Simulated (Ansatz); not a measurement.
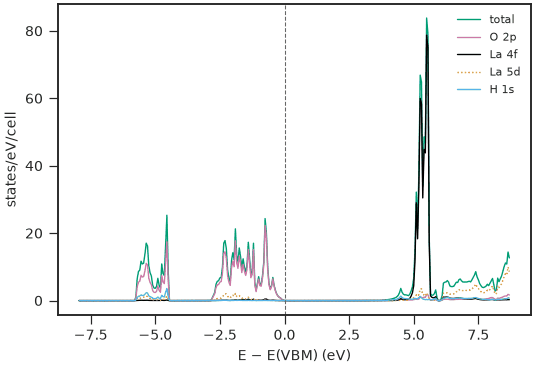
Figure. Total and projected density of states of LaH$_{3}$O$_{3}$ in space group P6_3/m (No. 176; La on 2d, H on 6h, O on 6h), LDA in the plane-wave PAW code Ansatz

Q: Which orbitals carry the states next to the gap?

A: Top 1 eV of the valence band: O 2p 92 %. Bottom 1 eV of the conduction band: H 1s 36 %, O 2p 16 %, La 4f 13 %, O 2s 12 %, La 6s 6 %, outside the projected shells 13 %. Projections are on Löwdin-orthogonalised atomic valence shells; empty p or d shells of many metals are not among them.

Q: Where is the tallest occupied peak in this window, and what makes it?

A: Near -4.6 eV, about 25 states/eV per cell; the largest projected share is O 2p.

The workflow started from a Materials Project entry (that database holds measured and hypothetical structures alike); the Crystallography Open Database copy checked does not list it. Its standing as an ambient phase is unchecked. The LDA relaxation kept the symmetry of its start. At this level the phase is dynamically unstable (imaginary phonons). Spin–orbit coupling is left out wherever it is not named.

Potentials: the later of the program's two PAW sets.
